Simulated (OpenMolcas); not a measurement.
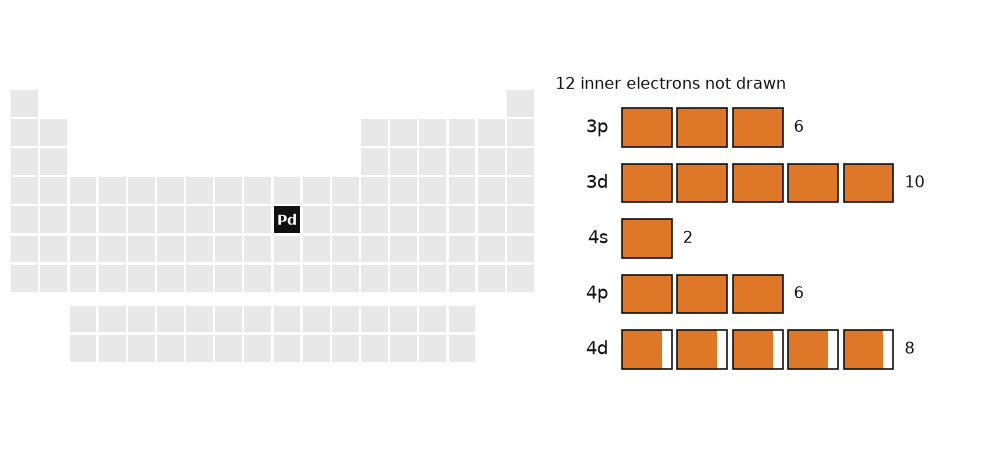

Figure 1. Left, the place of palladium in the periodic table; right, the outer shells of the leading configuration of the lowest level: a box for each of the 2l + 1 orbitals, shaded by the share of the shell that is filled, with the electron count at the right.

Multiconfigurational calculation for Pd²⁺ complex (part 1 of 2)

Pd²⁺ with 6 ligands (Br; octahedron, 2.796 Å), embedded in CsCaBr3 by model potentials and point charges, whose field is part of the energies. Computed at this level: state-averaged CASSCF, active space 8 electrons in the shell 4d, basis ANO-RCC-VDZP on the metal and ANO-RCC-VDZP on the ligands, DKH2 scalar Hamiltonian, spin-orbit coupling by RASSI with atomic mean-field integrals (OpenMolcas).

Output (extracts):
```
--- SEWARD ---
Basis set label: PD.ANO-RCC...6S5P3D1F.

      Electronic valence basis set:
      ------------------
      Associated Effective Charge  46.000000 au
      Associated Actual Charge     46.000000 au
      Nuclear Model: Point charge

      Shell  nPrim  nBasis  Cartesian Spherical Contaminant
         s      21       6        X
         p      18       5        X
         d      13       3                 X
         f       6       1                 X
                  Relativistic Douglas-Kroll-Hess integrals:
                    - DKH order of Hamiltonian: 2
                    - DKH order of Properties : 0
                  Atomic mean-field integrals
--- RASSCF ---
Wave function specifications:
      -----------------------------

      Number of closed shell electrons         252
      Number of electrons in active shells       8
      Max number of holes in RAS1 space          0
      Max nr of electrons in RAS3 space          0
      Number of inactive orbitals              126
      Number of active orbitals                  5
      Number of secondary orbitals              98
      Spin quantum number                      1.0
      State symmetry                             1
Orbital specifications:
      -----------------------

      Symmetry species                           1   2
                                                ag  au
      Frozen orbitals                            0   0
      Inactive orbitals                         63  63
      Active orbitals                            5   0
      RAS1 orbitals                              0   0
      RAS2 orbitals                              5   0
      RAS3 orbitals                              0   0
      Secondary orbitals                        46  52
      Deleted orbitals                           0   0
      Number of basis functions                114 115
      Number of CSFs                            10
      Number of root(s) required                10
      Iter CI   SX   CI       RASSCF       Energy    max ROT     max BLB   max BLB  Level Ln srch  Step   QN
          iter iter root      energy       change     param      element    value   shift minimum  type update
 Nr of preliminary CI iterations:   1
      Total energies have been shifted. Add               -20000.00 au
        1   1   16    0  -668.90020244    0.00E+00  -5.94E-02   68  74 1  3.26E-01*  1.42   0.00    SX    NO
        2   1   16    0  -669.30247526   -4.02E-01* -5.12E-02   58 104 2  1.28E-01*  1.23   0.00    SX    NO
        3   1   16    0  -669.40022238   -9.77E-02* -3.97E-02   16  71 2  5.41E-02*  1.16   0.00    SX    NO
        4   1   15    0  -669.42759295   -2.74E-02* -2.88E-02   16  71 2  3.13E-02*  1.13   0.00    SX    NO
        5   1   15    0  -669.43651952   -8.93E-03* -3.50E-02   16  69 1  2.08E-02*  1.12   2.43    LS   YES
        6   1   14    0  -669.44120321   -4.68E-03* -1.72E-02   66  72 1 -9.17E-03*  1.09   1.18    QN   YES
        7   1   13    0  -669.44234873   -1.15E-03* -1.91E-02   67  73 1 -5.40E-03*  1.09   2.21    LS   YES
        8   1   13    0  -669.44283082   -4.82E-04* -4.10E-03   58 107 2  5.94E-03*  1.08   1.08    QN   YES
        9   1   12    0  -669.44311497   -2.84E-04* -1.97E-03   16  71 2 -1.96E-03*  1.08   1.48    LS   YES
       10   1   12    0  -669.44314868   -3.37E-05* -1.86E-03    9  76 2  2.27E-03*  1.08   1.01    QN   YES
       11   1   11    0  -669.44317544   -2.68E-05* -2.04E-03   58 104 2  8.73E-04*  1.08   2.10    LS   YES
       12   1   11    0  -669.44318561   -1.02E-05* -1.16E-03    9  76 2 -1.09E-03*  1.08   1.01    QN   YES
       13   1   10    0  -669.44318931   -3.70E-06* -1.12E-03   16  69 1 -4.02E-04*  1.08   1.97    LS   YES
       14   1   10    0  -669.44319047   -1.16E-06* -1.75E-04    6  72 1  5.45E-04*  1.08   0.99    QN   YES
       15   1    9    0  -669.44319125   -7.86E-07* -1.15E-04   16  69 1 -2.03E-04*  1.08   1.66    LS   YES
       16   1    9    0  -669.44319140   -1.43E-07* -2.39E-04    6  76 2  1.99E-04*  1.08   1.06    QN   YES
       17   1    8    0  -669.44319157   -1.77E-07* -1.50E-04    6  72 1 -7.68E-05   1.08   1.63    LS   YES
       18   1    8    0  -669.44319160   -3.15E-08* -8.25E-05   66  72 1 -8.83E-05   1.08   1.00    QN   YES
       19   1    7    0  -669.44319164   -3.18E-08* -4.21E-05   66  72 1 -2.56E-05   1.08   1.61    QN   YES
       20   1    6    0  -669.44319164   -7.48E-09  -6.31E-05    7  74 2 -1.29E-05   1.08   2.50    LS   YES
      Convergence after 20 iterations
       21   1    6    0  -669.44319163    1.22E-08* -6.31E-05   66  72 1  4.81E-05   1.08   2.50    LS   YES
      Natural orbitals and occupation numbers for root  1
      sym 1:   2.000000   2.000000   1.000000   2.000000   1.000000
      Natural orbitals and occupation numbers for root  2
      sym 1:   2.000000   1.000395   1.999605   1.999605   1.000395
      Natural orbitals and occupation numbers for root  3
      sym 1:   1.000898   2.000000   1.000898   1.999102   1.999102
::    RASSCF root number  1 Total energy: -20669.49654535
::    RASSCF root number  2 Total energy: -20669.46659817
::    RASSCF root number  3 Total energy: -20669.46659817
::    RASSCF root number  4 Total energy: -20669.46659817
::    RASSCF root number  5 Total energy: -20669.44557905
::    RASSCF root number  6 Total energy: -20669.44557905
::    RASSCF root number  7 Total energy: -20669.44557905
::    RASSCF root number  8 Total energy: -20669.39961311
::    RASSCF root number  9 Total energy: -20669.39961311
::    RASSCF root number 10 Total energy: -20669.39961311
--- RASSCF ---
Wave function specifications:
      -----------------------------

      Number of closed shell electrons         252
      Number of electrons in active shells       8
      Max number of holes in RAS1 space          0
      Max nr of electrons in RAS3 space          0
      Number of inactive orbitals              126
      Number of active orbitals                  5
      Number of secondary orbitals              98
      Spin quantum number                      0.0
      State symmetry                             1
Orbital specifications:
      -----------------------

      Symmetry species                           1   2
                                                ag  au
      Frozen orbitals                            0   0
      Inactive orbitals                         63  63
      Active orbitals                            5   0
      RAS1 orbitals                              0   0
      RAS2 orbitals                              5   0
      RAS3 orbitals                              0   0
      Secondary orbitals                        46  52
      Deleted orbitals                           0   0
      Number of basis functions                114 115
      Number of CSFs                            15
      Number of root(s) required                15
      Iter CI   SX   CI       RASSCF       Energy    max ROT     max BLB   max BLB  Level Ln srch  Step   QN
          iter iter root      energy       change     param      element    value   shift minimum  type update
 Nr of preliminary CI iterations:   1
      Total energies have been shifted. Add               -20000.00 au
        1   1    8    0  -669.38602545    0.00E+00  -1.02E-02   65  71 1 -7.12E-03*  1.10   0.00    SX    NO
        2   1    9    0  -669.38655359   -5.28E-04* -8.33E-03   56  66 1  3.65E-03*  1.10   0.00    SX    NO
        3   1    8    0  -669.38688158   -3.28E-04* -6.54E-03   65  71 1 -2.89E-03*  1.10   0.00    SX    NO
        4   1    8    0  -669.38709620   -2.15E-04*  5.20E-03   56  66 1  2.29E-03*  1.09   0.00    SX    NO
        5   1    8    0  -669.38723890   -1.43E-04*  7.51E-03   56  66 1  1.82E-03*  1.09   2.50    LS   YES
        6   1    8    0  -669.38739459   -1.56E-04*  1.07E-02   58  65 1 -1.27E-03*  1.09   2.50    LS   YES
        7   1    8    0  -669.38751375   -1.19E-04* -5.69E-03   55  69 1 -1.23E-03*  1.09   1.50    QN   YES
        8   1    7    0  -669.38753442   -2.07E-05*  1.61E-03   55  69 1 -9.35E-04*  1.09   1.19    QN   YES
        9   1    7    0  -669.38753823   -3.81E-06*  2.15E-03   55  69 1 -6.25E-04*  1.09   2.35    LS   YES
       10   1    7    0  -669.38754003   -1.80E-06*  1.28E-03   56  66 1 -2.29E-04*  1.09   0.98    QN   YES
       11   1    7    0  -669.38754176   -1.73E-06*  1.10E-03   57  71 2  1.36E-04*  1.09   1.86    LS   YES
       12   1    7    0  -669.38754216   -4.03E-07*  2.84E-04   55  73 2  1.80E-04*  1.09   0.90    QN   YES
       13   1    7    0  -669.38754234   -1.77E-07*  3.95E-04   55  73 2  1.05E-04*  1.09   2.40    LS   YES
       14   1    6    0  -669.38754243   -8.79E-08* -1.88E-04   51  73 2 -1.14E-04*  1.09   0.97    QN   YES
       15   1    6    0  -669.38754247   -4.35E-08* -1.02E-04   55  69 1  4.65E-05   1.09   1.37    QN   YES
       16   1    5    0  -669.38754248   -9.62E-09   2.70E-05   55  69 1  3.55E-05   1.09   2.50    QN   YES
      Convergence after 16 iterations
       17   1    5    0  -669.38754248   -2.71E-09   2.70E-05   55  69 1  1.82E-05   1.09   2.50    QN   YES
      Natural orbitals and occupation numbers for root  1
      sym 1:   1.968049   1.024406   1.024406   1.995330   1.987810
      Natural orbitals and occupation numbers for root  2
      sym 1:   1.999410   1.024406   1.024406   1.972129   1.979649
      Natural orbitals and occupation numbers for root  3
      sym 1:   1.276992   1.750864   1.358629   1.976624   1.636892
::    RASSCF root number  1 Total energy: -20669.44296427
::    RASSCF root number  2 Total energy: -20669.44296427
::    RASSCF root number  3 Total energy: -20669.41285919
::    RASSCF root number  4 Total energy: -20669.41285919
::    RASSCF root number  5 Total energy: -20669.41285919
::    RASSCF root number  6 Total energy: -20669.41010797
::    RASSCF root number  7 Total energy: -20669.39493024
::    RASSCF root number  8 Total energy: -20669.39493024
::    RASSCF root number  9 Total energy: -20669.39493024
::    RASSCF root number 10 Total energy: -20669.36610775
::    RASSCF root number 11 Total energy: -20669.36610775
::    RASSCF root number 12 Total energy: -20669.36459772
::    RASSCF root number 13 Total energy: -20669.36459772
::    RASSCF root number 14 Total energy: -20669.36459772
::    RASSCF root number 15 Total energy: -20669.26772378
```

(Continued in part 2.) Outcome of the run: converged.
